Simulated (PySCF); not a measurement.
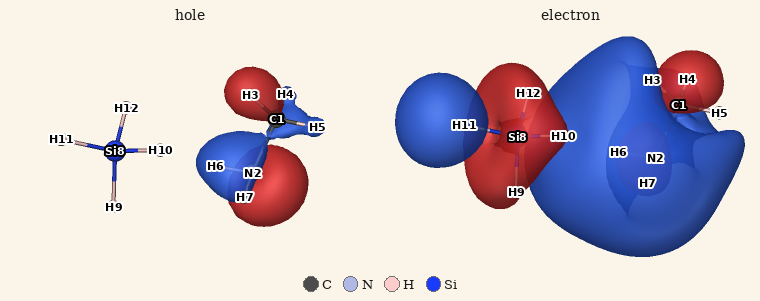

CH$_{9}$NSi, SMILES `CN.[SiH4]`. Leading natural transition orbital pair of S₁ (TDA singlet states); the surfaces enclose about 78 % of each orbital's density.

Level of theory: B3LYP/def2-SVP (PySCF), at a geometry from GFN2-xTB. The pair's geometry is semi-empirical, so its contact may be too short or too long. Without diffuse functions Rydberg states are missing, so the states' numbers hold for this basis only.

Input script:

```python
import numpy as np
from pyscf import gto, scf, dft, tdscf
from pyscf.scf import atom_ks, atom_hf
from scipy.linalg import block_diag

def solve(mol, dm0=None, hcore=None):
    mf = (dft.UKS if mol.spin else dft.RKS)(mol, xc='b3lyp')
    mf.grids.level = 3
    mf = mf.density_fit(auxbasis='def2-universal-jkfit')
    mf.conv_tol, mf.max_cycle = 1e-8, 80
    if hcore is not None:
        mf.get_hcore = lambda *args: hcore
    mf.kernel(dm0)
    if not mf.converged:
        mf = mf.newton().run(mf.mo_coeff, mf.mo_occ, max_cycle=30)
    assert mf.converged, 'SCF not converged'
    return mf

mol = gto.M(atom='''
C      2.15758     0.58404     0.00319
N      1.67938    -0.78735    -0.01752
H      1.36668     1.33868     0.11901
H      2.68682     0.78112    -0.92857
H      2.86190     0.69323     0.82745
H      1.02842    -0.91920    -0.78453
H      1.17971    -0.99609     0.84050
Si    -1.87989     0.06126     0.00161
H     -1.78816    -1.39738    -0.00936
H     -1.21968     0.57896     1.19919
H     -3.28002     0.47196     0.00416
H     -1.21837     0.59823    -1.18688
''', basis='def2-svp', charge=0, spin=0, verbose=4)
mf = solve(mol)
td = mf.TDA()
td.nstates, td.singlet, td.conv_tol = 5, True, 1e-5
td.kernel()
td.analyze()
x, y = np.array([p[0] for p in td.xy]), np.array([p[1] + 0 * p[0] for p in td.xy])
f, mu = td.oscillator_strength(), td.transition_dipole()
nto = [td.get_nto(state=i + 1, verbose=4) for i in range(len(td.e))]
# spherically averaged free atoms, for the promolecule
atm = atom_ks.get_atm_nrks(mol, xc='b3lyp')
pro = block_diag(*[(atm[a[0]][2] * atm[a[0]][3]) @ atm[a[0]][2].T for a in mol._atom])
np.savez('result.npz', e=td.e, f=f, ok=td.converged, w=[n[0] for n in nto], nto=[n[1] for n in nto], x=x, y=y, c=mf.mo_coeff, occ=mf.mo_occ, eps=mf.mo_energy, pro=pro, mu=mu)
```

Launched as:

```sh
OMP_NUM_THREADS=1 python input.py
```

The run took 2.6 min on 1 thread of Arm Neoverse N1, with other jobs on the host, peak memory 0.55 GiB.

> Give its energy, strength and character.

6.15 eV (202 nm), f = 0.035, charge transfer, whose energy this functional puts too low; the leading pair carries 100 %; hole on N2 (68 %), C1 (10 %) and H3 (7 %), electron on Si8 (22 %), H6 and H7 (14 % each) and N2 (13 %); their centroids lie 1.8 Å apart. In canonical orbitals it is mainly HOMO → LUMO (96 %). The HOMO–LUMO gap is 7.20 eV.
